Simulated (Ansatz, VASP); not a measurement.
# Cross-check of NaSrLiS2 between VASP and Ansatz

Wanted: the spread between two codes on one cell, functional and k mesh. The cell is invented: As first built, before any earlier steps moved the atoms: it takes the NaLiCdS2 structure with some of its atoms replaced by other elements, volume scaled by an estimate. It may not be a known or stable phase. The cell comes out of the VASP series on this material, whose earlier steps may have relaxed, scaled or displaced it; both programs get it as it stands.

Main program and level: Ansatz 0.2.0; plane waves, with VASP 6.6.1 beside it; single point at PBE, band structure at PBE and dielectric response at PBE.

## (1) The starting structure

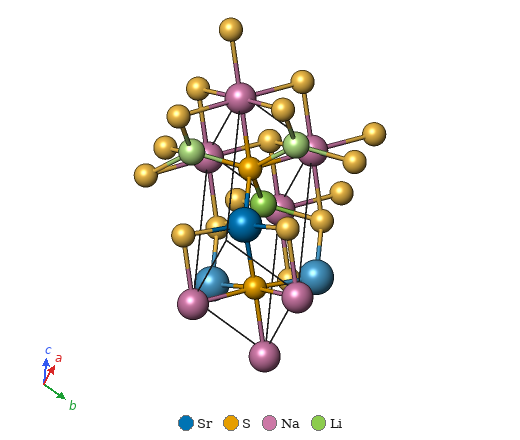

Start, viewed from a free direction; strontium blue, sulfur orange, sodium pink, lithium green. Some periodic images of atoms are drawn too.

## (2) Ansatz: single point, PBE

Ansatz runs on its default PAW (the set named soft_2) files.

A single point gives forces, pressure and levels at one fixed geometry, so differences don't come from the geometry; what else differs is listed under the comparison.

input.yaml reads:

```yaml
crystal:
  lattice:
    - [4.3660983257, 0.0, 0.0]
    - [-2.1830491678, 3.7811520644, 0.0]
    - [0.0, 0.0, 7.4936637596]
  atoms:
    - { symbol: Sr, position: [0.666666667, 0.333333333, 0.3571367486] }
    - { symbol: S, position: [0.333333333, 0.666666667, 0.1821602464] }
    - { symbol: S, position: [0.666666667, 0.333333333, 0.7400622896] }
    - { symbol: Na, position: [0.0, 0.0, 0.9665531349] }
    - { symbol: Li, position: [0.333333333, 0.666666667, 0.7515155805] }
hamiltonian:
  xc: pbe
  pseudopotentials: { kind: paw }
kpoints:
  mp_grid: { grid: [6, 6, 3] }
scf:
  occupations: { method: gaussian, width: 0.05 }
  n_extra_bands: 5
output:
  forces: true
  stress: true
  eigenvalues: true
```

On the command line:

```
> ansatz run input.yaml --threads 2 --pin off --max-ram 4608MiB --backend cpu --events-out ev --progress --plain --runs-dir out
```

Numbers of over 12 decimals in the logs are rounded to 6 here.

What it wrote:

```text
scf.n_extra_bands = 5 over 17 filled bands (N_el = 34.0): the run solves 22 bands
Engine: ansatz 0.2.0, aarch64-unknown-linux-gnu
Pseudopotentials: kind: paw
Pseudopotential: Sr, paw, valence charge 10, recommended cutoff 420 eV (normal), Sr.paw.azcp
Pseudopotential: S, paw, valence charge 6, recommended cutoff 420 eV (normal), S.paw.azcp
Pseudopotential: Na, paw, valence charge 9, recommended cutoff 420 eV (normal), Na.paw.azcp
Pseudopotential: Li, paw, valence charge 3, recommended cutoff 420 eV (normal), Li.paw.azcp
Functional definition: PBE
  parameter kappa = 0.804
  parameter beta = 0.066725
  exchange = pbe_x(kappa = kappa, mu = beta*pi^2/3)
  correlation = pbe_c(beta = beta)
Crystal: 5 atoms, lattice volume = 123.712 Å³
Basis set: ecut = 420 eV, 2431 PW (Γ), exchange–correlation on 60×60×108 points (8 copies of the dense FFT grid, shifted against one another)
Bands: 22, of which v1, the nominal top of the filled ones, is band 17 counted from 1 (16 counted from 0)
Symmetry: 6 space group operations
Space group: P3m1 (ITA 156), of the structure as read, at distance tolerance 5.0e-5 Å
k-points: 17 of 108 (time reversal used)
Non-local potential: Sr, projectors of the file, l = 0: 3, l = 1: 2, l = 2: 2
Non-local potential: S, projectors of the file, l = 0: 2, l = 1: 2, l = 2: 2
Non-local potential: Na, projectors of the file, l = 0: 3, l = 1: 2, l = 2: 1
Non-local potential: Li, projectors of the file, l = 0: 3, l = 1: 2, l = 2: 1
PAW form: soft (Blöchl's): semilocal exchange-correlation on the pseudo side does not see the compensation charge
PAW one-centre angular grid: Sr, 110 points (default); XC on 64 Gauss nodes
PAW one-centre angular grid: S, 110 points (default); XC on 64 Gauss nodes
PAW one-centre angular grid: Na, 110 points (default); XC on 64 Gauss nodes
PAW one-centre angular grid: Li, 110 points (default); XC on 64 Gauss nodes
Initial density: superposition of atomic densities (neutral atoms: chi_scale 0, normalization atom), corrected by the library's trained network
Initial wavefunctions: pseudopotential atomic-orbital guess
Functional: x = pbe(κ = 0.804, μ = 0.219515), c = pbe(β = 0.066725)
SCF iter   1: F=—  HF=-7046.624873 eV  |F-HF|=—  |Δ(HF+E_count)|=         —  Δρ=8.83e-4  dr2=2.31e-3  ethr=1.77e-3  ⟨swp⟩=10.6  Hψ=2439  notcnv=0
preconditioner: auto → Resta (q_TF=auto, 2.200 Å⁻¹)  ε∞=2.8  [insulator: Δε(μ)=2.632 eV  Ē_g=11.684 eV  σ=0.050 eV  W_gap=1.00  n_scr=22 (ndim 8)  ℏωp=15.7 eV  f_vac=0.030  D(μ)=0.00/eV (n_scr^D=0)  ε∞_Penn≈2.8]
SCF iter   2: F=—  HF=-7046.625529 eV  |F-HF|=—  |Δ(HF+E_count)|=   6.56e-4  Δρ=4.70e-4  dr2=5.08e-4  ethr=6.80e-6  ⟨swp⟩=2.6  Hψ=766  notcnv=0  defer=1
SCF iter   3: F=—  HF=-7046.625601 eV  |F-HF|=—  |Δ(HF+E_count)|=   7.28e-5  Δρ=1.40e-4  dr2=5.27e-5  ethr=1.50e-6  ⟨swp⟩=2.0  Hψ=459  notcnv=0  defer=1
SCF iter   4: F=—  HF=-7046.625628 eV  |F-HF|=—  |Δ(HF+E_count)|=   2.62e-5  Δρ=5.07e-5  dr2=5.21e-6  ethr=1.55e-7  ⟨swp⟩=2.0  Hψ=469  notcnv=0  defer=1
SCF iter   5: F=—  HF=-7046.625629 eV  |F-HF|=—  |Δ(HF+E_count)|=   1.14e-6  Δρ=1.58e-5  dr2=5.42e-7  ethr=1.53e-8  ⟨swp⟩=2.0  Hψ=492  notcnv=0  defer=1
SCF iter   6: F=-7046.625629 eV  HF=-7046.625629 eV  |F-HF|=5.46e-8  |Δ(HF+E_count)|=   5.24e-7  Δρ=4.25e-6  dr2=3.48e-8  ethr=2.94e-10  ⟨swp⟩=10.3  Hψ=1942  notcnv=0
SCF 1 converged in 6 iterations: F = -7046.625629 eV  dr2 = 3.48e-8
  greatest PAW one-centre occupation: 1.000 electrons in one spin orbital (limit 2), on the Li atom at site 4 (counted from 0), in its partial waves of l = 0
SCF converged after 6 iterations
Free energy (F): -7046.625629 eV
Harris-Foulkes:  -7046.625629 eV  (|F-HF|=5.46e-8)
Internal energy: -7046.625629 eV  (E = F + TS)
E sigma→0 (E₀):  -7046.625629 eV
Fermi energy:    4.514507 eV
--- Per-component energies (eV) ---
  E_band       = -426.531409
  E_kinetic    = 603.299448
  E_local      = -2528.635196  (includes V_loc(G=0)·N_el)
  E_nonlocal   = 340.508456
  E_hartree    = 832.472808
  E_xc         = -419.413067
  E_vxc        = -403.583152  (∫ρ·V_xc dr)
  E_paw        = -4179.458439  (= ΣΔE_a)
  E_vpaw       = -103.066994  (= ΣTr[D̂ρ^β])
  E_aug_tail   = 0.000004  (compensation charges beyond the density's cutoff)
  E_ewald      = -1695.399642
  E_smearing   = -0.000000  (= −TS)
  E_closure    = 0.000000  (closes the sum)
  Σ components = -7046.625629   (vs F -7046.625629, Δ=0.00e0)
--- Forces (eV/Å), atoms counted from 1 ---
  atom   1  Sr     0.00000000     0.00000000    -0.01044386
  atom   2  S      0.00000000     0.00000000     0.02446703
  atom   3  S     -0.00000000     0.00000000    -0.02551293
  atom   4  Na    -0.00000000     0.00000000     0.00479869
  atom   5  Li    -0.00000000     0.00000000     0.00665836
  max |Σ_I F_I| component: 3.27e-5 eV/Å
--- Stress (GPa, compression-positive) ---
       -0.045103      -0.000000       0.000000
       -0.000000      -0.045103       0.000000
        0.000000       0.000000      -0.071005
  P = ⅓ Tr σ = -0.0537 GPa (-0.537 kbar)
--- Band table (eV; the first three rows and the last of 17) ---
  k-point 0: bands = [... 13 lower, 2.5311, 2.9462, 3.1562, 3.1562, 5.8500, 8.1981, 8.4796, 8.4796, ... 1 higher]
  k-point 1: bands = [... 13 lower, 2.5116, 2.5297, 3.1778, 3.1778, 6.5255, 8.0684, 8.5468, 8.5468, ... 1 higher]
  k-point 2: bands = [... 13 lower, 2.5356, 2.6600, 2.9860, 3.0246, 6.5247, 7.7787, 8.3569, 8.5548, ... 1 higher]
  k-point 16: bands = [... 13 lower, 1.8554, 2.1105, 2.7630, 3.0926, 6.9801, 7.1890, 8.9216, 9.1019, ... 1 higher]
```

Elapsed: 4.5 s, on 2 threads of Arm Neoverse N1, shared host; peak memory 0.34 GiB.

Reading the cycles: dr2 is the Hartree energy of the density residual (eV), the measure of convergence; HF is the Harris–Foulkes estimate of the energy, which meets the free energy F at convergence.

The run ends at a pressure of -0.05 GPa, with forces up to 0.026 eV/Å.

## (3) VASP: single point, PBE

The same cell, functional, mesh and smearing now go to VASP, with its own data sets and cutoff.

Lines of VASP's logs that name or quote its potential files are left out, and so is its time.

INCAR reads:

```
SYSTEM = NaSrLiS2
PREC = Accurate
ENCUT = 650
EDIFF = 1E-06
NELM = 100
ISMEAR = 0
SIGMA = 0.05
LREAL = .FALSE.
ALGO = Normal
GGA = PE
NBANDS = 22
LORBIT = 11
LWAVE = .FALSE.
LCHARG = .TRUE.
ISIF = 2
LELF = .TRUE.
LVHAR = .TRUE.
```

POSCAR reads:

```
NaSrLiS2
1.0
    4.3660983257      0.0000000000      0.0000000000
   -2.1830491678      3.7811520644      0.0000000000
    0.0000000000      0.0000000000      7.4936637596
Sr S Na Li
1 2 1 1
Direct
    0.6666666670      0.3333333330      0.3571367486
    0.3333333330      0.6666666670      0.1821602464
    0.6666666670      0.3333333330      0.7400622896
    0.0000000000      0.0000000000      0.9665531349
    0.3333333330      0.6666666670      0.7515155805
```

KPOINTS reads:

```
Automatic mesh
0
Gamma
6 6 3
0 0 0
```

The projector-augmented-wave data sets are Sr_sv, S, Na_pv and Li_sv (PBE family, release 64).

On the command line:

```
> mpirun -np 2 vasp_std
```

What it wrote:

```text
[banner, memory and clock lines left out]
running    2 mpi-ranks, on    1 nodes
 distrk:  each k-point on    2 cores,    1 groups
 distr:  one band on    1 cores,    2 groups

 POSCAR found type information on POSCAR SrS NaLi
 POSCAR found :  4 types and       5 ions
 LDA part: xc-table for (Slater+PW92), standard interpolation
 POSCAR, INCAR and KPOINTS ok, starting setup
 FFT: planning ... GRIDC
 FFT: planning ... GRID_SOFT
 FFT: planning ... GRID
 WAVECAR not read
 entering main loop
       N       E                     dE             d eps       ncg     rms          rms(c)
DAV:   1     0.259615939717E+03    0.25962E+03   -0.15283E+04   748   0.166E+03
DAV:   2     0.965934495555E+01   -0.24996E+03   -0.23497E+03   782   0.363E+02
DAV:   3    -0.195498452130E+02   -0.29209E+02   -0.28765E+02  1232   0.107E+02
DAV:   4    -0.214451781412E+02   -0.18953E+01   -0.18831E+01  1216   0.246E+01
DAV:   5    -0.216046134235E+02   -0.15944E+00   -0.15941E+00  1162   0.479E+00    0.169E+01
DAV:   6    -0.202978718982E+02    0.13067E+01   -0.26916E+00   966   0.688E+00    0.117E+01
DAV:   7    -0.202395369654E+02    0.58335E-01   -0.11485E+00  1096   0.469E+00    0.386E+00
DAV:   8    -0.202302731732E+02    0.92638E-02   -0.25487E-01   946   0.224E+00    0.732E-01
DAV:   9    -0.202291560595E+02    0.11171E-02   -0.16426E-02   952   0.635E-01    0.283E-01
DAV:  10    -0.202310426634E+02   -0.18866E-02   -0.21860E-03   884   0.248E-01    0.117E-01
DAV:  11    -0.202317447988E+02   -0.70214E-03   -0.68164E-04  1028   0.143E-01    0.679E-02
DAV:  12    -0.202319065452E+02   -0.16175E-03   -0.25033E-04   956   0.751E-02    0.236E-02
DAV:  13    -0.202319324083E+02   -0.25863E-04   -0.36288E-05  1018   0.288E-02    0.993E-03
DAV:  14    -0.202319374899E+02   -0.50816E-05   -0.64219E-06   790   0.115E-02    0.446E-03
DAV:  15    -0.202319392771E+02   -0.17872E-05   -0.15467E-06   756   0.663E-03    0.295E-03
DAV:  16    -0.202319395674E+02   -0.29029E-06   -0.34233E-07   638   0.362E-03
   1 F= -.20231940E+02 E0= -.20231940E+02  d E =-.732382E-15
```

Parts of OUTCAR (step 3):

```text
ion  position               nearest neighbor table
   1  0.667  0.333  0.357-   2 2.84   2 2.84   2 2.84   3 2.87   4 3.86   4 3.86   4 3.86
   2  0.333  0.667  0.182-   1 2.84   1 2.84   1 2.84
   3  0.667  0.333  0.740-   5 2.52   5 2.52   5 2.52   1 2.87
   4  0.000  0.000  0.967-   1 3.86   1 3.86   1 3.86
   5  0.333  0.667  0.752-   3 2.52   3 2.52   3 2.52

  LATTYP: Found a hexagonal cell.
 ALAT       =     4.3660983257
 C/A-ratio  =     1.7163295924

 Subroutine GETGRP returns: Found  6 space group operations
 (whereof  6 operations were pure point group operations)

The static configuration has the point symmetry C_3v.

 Found     17 irreducible k-points:

   k-points           NKPTS =     17   k-points in BZ     NKDIM =     17   number of bands    NBANDS=     22

   dimension x,y,z NGX =    36 NGY =   36 NGZ =   64
   dimension x,y,z NGXF=    72 NGYF=   72 NGZF=  128

   ENCUT  =  650.0 eV  47.77 Ry    6.91 a.u.   9.08  9.08 15.58*2*pi/ulx,y,z

   NELECT =      32.0000    total number of electrons

 k-points in reciprocal lattice and weights: Automatic mesh
   0.00000000  0.00000000  0.00000000       0.009
   0.16666667  0.00000000  0.00000000       0.056
   0.33333333  0.00000000  0.00000000       0.056
   0.50000000  0.00000000  0.00000000       0.028
   0.16666667  0.16666667  0.00000000       0.056
   0.33333333  0.16666667  0.00000000       0.111
   0.33333333  0.33333333  0.00000000       0.019
   0.00000000  0.00000000  0.33333333       0.019
   0.16666667  0.00000000  0.33333333       0.056
[...]
-0.16666667  0.50000000  0.33333333       0.111
   0.33333333  0.33333333  0.33333333       0.037

 average (electrostatic) potential at core
       1 -38.7321       2 -88.4399       3 -88.1753       4 -47.3138       5 -62.8708

 E-fermi :   1.0142

 k-point     1 :       0.0000    0.0000    0.0000
  band No.  band energies     occupation
    ...
     12       0.1036      2.00000
     13       0.1036      2.00000
     14       0.5164      2.00000
     15       0.7279      2.00000
     16       0.7279      2.00000
     17       3.4295      0.00000
     18       5.7783      0.00000
     19       6.0438      0.00000
     20       6.0438      0.00000
     21       7.0671      0.00000
    ...

 k-point     2 :       0.1667    0.0000    0.0000
  band No.  band energies     occupation
    ...
     12      -0.2298      2.00000
     13       0.1081      2.00000
     14       0.2323      2.00000
     15       0.5566      2.00000
     16       0.5962      2.00000
     17       4.1043      0.00000
     18       5.3464      0.00000
     19       5.9262      0.00000
     20       6.1191      0.00000
     21       6.8584      0.00000
    ...

 k-point     3 :       0.3333    0.0000    0.0000
  band No.  band energies     occupation
    ...
     12      -0.5048      2.00000
     13      -0.3766      2.00000
     14       0.1031      2.00000
     15       0.3643      2.00000
     16       0.5394      2.00000
     17       4.5200      0.00000
     18       5.0248      0.00000
     19       5.9356      0.00000
     20       6.6164      0.00000
     21       7.0370      0.00000
    ...

  Total        0.0087292      0.0087292      0.0024352     -0.0000000     -0.0000000     -0.0000000
  in kB        0.1130511      0.1130511      0.0315381     -0.0000000     -0.0000000     -0.0000000
  external PRESSURE =       0.0858801 kB  Pullay stress =       0.0000000 kB

  energy-cutoff  :      650.00
  volume of cell :      123.71
      direct lattice vectors                 reciprocal lattice vectors
     4.366098326  0.000000000  0.000000000     0.229037444  0.132234830  0.000000000
    -2.183049168  3.781152064  0.000000000     0.000000000  0.264469660  0.000000000
     0.000000000  0.000000000  7.493663760     0.000000000  0.000000000  0.133446073

 POSITION                                       TOTAL-FORCE (eV/Angst)
 -----------------------------------------------------------------------------------
      2.18305      1.26038      2.67626        -0.000000      0.000000     -0.002835
     -0.00000      2.52077      1.36505        -0.000000     -0.000000      0.002087
      2.18305      1.26038      5.54578         0.000000      0.000000     -0.008251
      0.00000      0.00000      7.24302         0.000000     -0.000000      0.003554
     -0.00000      2.52077      5.63161        -0.000000     -0.000000      0.005445
 -----------------------------------------------------------------------------------
    total drift:                               -0.000001      0.000001     -0.001189

  FREE ENERGIE OF THE ION-ELECTRON SYSTEM (eV)
  ---------------------------------------------------
  free  energy   TOTEN  =       -20.2319395674 eV

  energy  without entropy=      -20.2319395674  energy(sigma->0) =      -20.23193957

 total charge
# of ion       s       p       d       tot
------------------------------------------
    1        2.022   5.781   0.239   8.042
    2        1.319   2.449   0.000   3.768
    3        1.312   2.428   0.000   3.740
    4        0.050   5.979   0.000   6.030
    5        2.017   0.045   0.000   2.062
--------------------------------------------------
tot          6.721  16.681   0.239  23.641

[... 3 further parts left out ...]
```

The run ends at a pressure of 0.01 GPa, with forces up to 0.0083 eV/Å.

## (4) Differences

Known differences besides the PAW data sets themselves: the data sets hold 34 valence electrons in Ansatz (default PAW (the set named soft_2) files) and 32 in VASP; the cutoff is 420 eV in Ansatz and 650 eV in VASP; VASP leaves aspherical gradient terms in its spheres out (LASPH is not set), Ansatz keeps them. Total energies have different zeros and are not compared.

Both answers:

```tsv
quantity	Ansatz	VASP	difference
pressure (GPa)	-0.05	0.01	-0.06
gap on the k mesh (eV)	2.672	2.680	-0.008
```

At this near-relaxed geometry the largest component of a force difference is 22 meV/Å.

## (5) Ansatz: band structure, PBE

Levels along a path test the potential and the projectors away from the mesh points.

The cell comes out of the VASP series on this material, whose earlier steps may have relaxed, scaled or displaced it; both programs get it as it stands.

input.yaml, the sections that differ from step 2:

```yaml
kpoints:
  mp_grid: { grid: [6, 6, 3] }
  band_path:
    path:
      - [0.0, 0.0, 0.0]
      - [0.13333, 0.0, 0.0]
      - [0.3, 0.0, 0.0]
      - [0.46667, 0.0, 0.0]
      - [0.46667, 0.06667, 0.0]
      - [0.41111, 0.17778, 0.0]
      - [0.35556, 0.28889, 0.0]
      - [0.28889, 0.28889, 0.0]
      - [0.17778, 0.17778, 0.0]
      - [0.06667, 0.06667, 0.0]
      - [0.0, 0.0, 0.03333]
      - [0.0, 0.0, 0.2]
      - [0.0, 0.0, 0.36667]
      - [0.0, 0.0, 0.5]
      - [0.16667, 0.0, 0.5]
      - [0.3, 0.0, 0.5]
      - [0.46667, 0.0, 0.5]
      - [0.46667, 0.06667, 0.5]
      - [0.41111, 0.17778, 0.5]
      - [0.35556, 0.28889, 0.5]
      - [0.28889, 0.28889, 0.5]
      - [0.17778, 0.17778, 0.5]
      - [0.06667, 0.06667, 0.5]
      - [0.5, 0.0, 0.46667]
      - [0.5, 0.0, 0.3]
      - [0.5, 0.0, 0.13333]
      - [0.33333, 0.33333, 0.0]
      - [0.33333, 0.33333, 0.16667]
      - [0.33333, 0.33333, 0.33333]
      - [0.33333, 0.33333, 0.5]
    npoints: 1
scf:
  occupations: { method: gaussian, width: 0.05 }
  n_extra_bands: 8
# crystal, hamiltonian, output: as in step 2
```

On the command line:

```
> ansatz run input.yaml --threads 2 --pin off --max-ram 4608MiB --backend cpu --events-out ev --progress --plain --runs-dir out
```

What it wrote:

```text
[...]
Crystal: 5 atoms, lattice volume = 123.712 Å³
Basis set: ecut = 420 eV, 2431 PW (Γ), exchange–correlation on 60×60×108 points (8 copies of the dense FFT grid, shifted against one another)
Bands: 25, of which v1, the nominal top of the filled ones, is band 17 counted from 1 (16 counted from 0)
Symmetry: 6 space group operations
[...]
k-point 0: bands = [... 13 lower, 2.5312, 2.9462, 3.1562, 3.1562, 5.8500, 8.1981, 8.4796, 8.4796, ... 4 higher]
  k-point 1: bands = [... 13 lower, 2.5117, 2.5297, 3.1777, 3.1777, 6.5255, 8.0684, 8.5468, 8.5468, ... 4 higher]
  k-point 2: bands = [... 13 lower, 2.5357, 2.6599, 2.9860, 3.0245, 6.5247, 7.7787, 8.3570, 8.5548, ... 4 higher]
  k-point 16: bands = [... 13 lower, 1.8554, 2.1106, 2.7630, 3.0926, 6.9801, 7.1890, 8.9216, 9.1019, ... 4 higher]
[key lines of the parts left out:]
SCF converged after 6 iterations
Free energy (F): -7046.625629 eV
Fermi energy:    4.514493 eV
P = ⅓ Tr σ = -0.0537 GPa (-0.537 kbar)
```

It took 9.8 s on 2 threads; peak memory 0.35 GiB.

(Part 1 of 2 ends here.)

[Lines on the potential files, build, host, timing and source positions are cut from VASP's logs without a mark.]

[Logs are printed without paths, hosts, clocks, repeated set-up lines and the standing remarks that a program may print on its own settings, such as how far it seeks lower states.]

[Hosts, paths, dates, database ids (printed as entryN), source tags and the programs' standing remarks are cut or masked in the printed files.]
